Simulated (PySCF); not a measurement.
**C4H9BCl2Si (SMILES C/C=C(/C[SiH3])B(Cl)Cl): density, localisation and related maps**

```xyz
17

C    -1.6099   -1.8405   -0.6173
C    -0.4723   -0.8871   -0.7332
C    -0.3327    0.3203   -0.1510
C     0.9568    1.0629   -0.3849
Si    2.2632    0.5894    0.9254
B    -1.3772    1.0025    0.7698
Cl   -0.9519    2.4261    1.6607
Cl   -3.0080    0.4669    0.9465
H    -1.9922   -1.8925    0.3987
H    -2.4339   -1.5209   -1.2565
H    -1.3024   -2.8340   -0.9338
H     0.3376   -1.2260   -1.3702
H     0.7876    2.1380   -0.3552
H     1.3468    0.8240   -1.3747
H     1.7682    0.8612    2.2723
H     2.5386   -0.8439    0.7893
H     3.4748    1.3657    0.6563
```

Geometry: GFN2-xTB.

Method: CAM-B3LYP/def2-SVPD, SCF density, gas phase (PySCF).

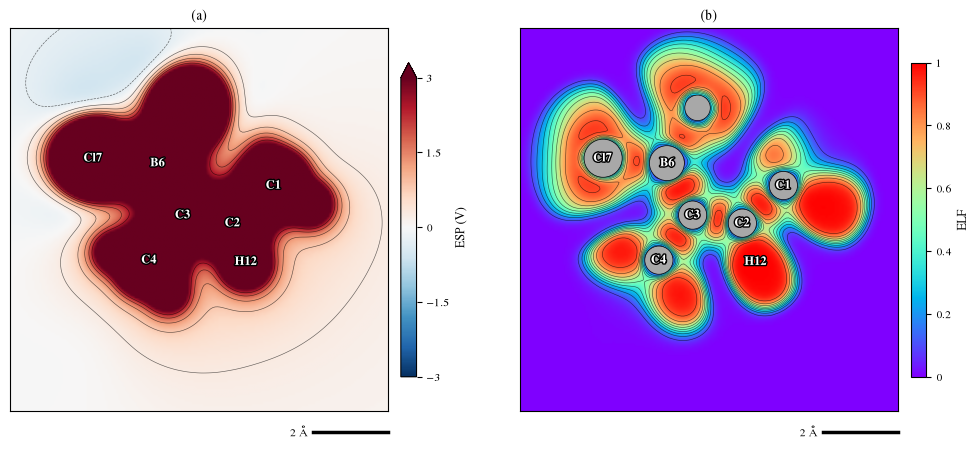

Figure 1. (a) molecular electrostatic potential; (b) ELF on the plane of atoms C3, C2 and H12. Grey discs cover the atomic cores in the ELF map.

**What does the map show?**

Atoms in the plane: C, B, Cl and H.
C–C (1.35 Å): the ELF peaks at about 0.95 between the atoms; a covalent bond.
C–B (1.55 Å): the ELF peaks at about 1 between the atoms; a shared electron pair.
B–Cl (1.73 Å): the ELF peaks at about 0.90 between the atoms (a polar covalent bond).
C–H (1.08 Å): the ELF climbs to about 1 towards the hydrogen, as it does in any bond to H: a covalent bond by its length.
C–C (1.49 Å): the ELF peaks at about 0.95 between the atoms (a shared electron pair).
The ELF also peaks beside Cl7 and Cl8, away from the bonds: lone-pair regions.
Outside the dense part of the molecule the potential is most negative (−0.6 V) near Cl7.

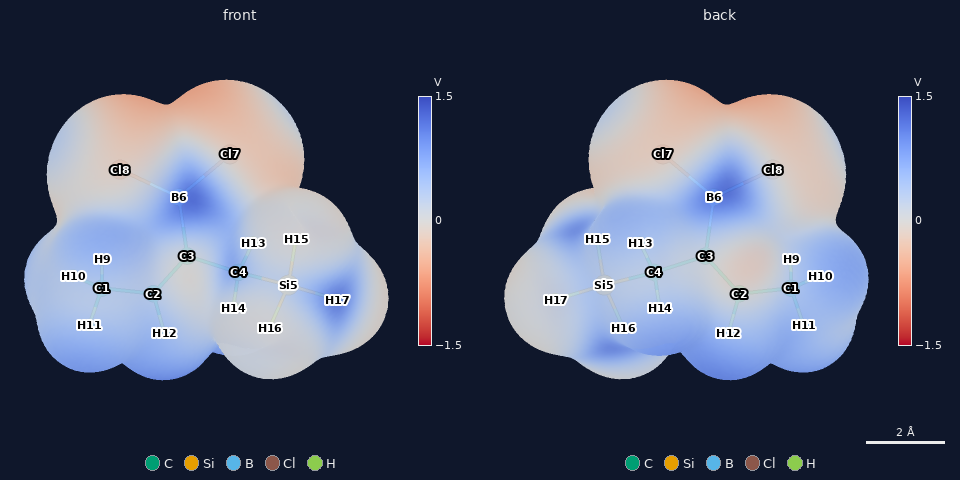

Figure 2. The molecular electrostatic potential painted on the density surface at 0.002 e/bohr³, seen from the front and from behind; red is negative and blue positive.

**Describe the electrostatic potential map.**

The most negative region (about −0.6 V) lies over Cl7 and Cl8, the most positive (about +1.1 V) over Si5 and B6. Cl8 shows a σ-hole: about +0.3 V at the tip opposite its bond, against about −0.2 V on its flanks.

**How polar is the molecule by this calculation?**

Its dipole moment is 2.00 D.
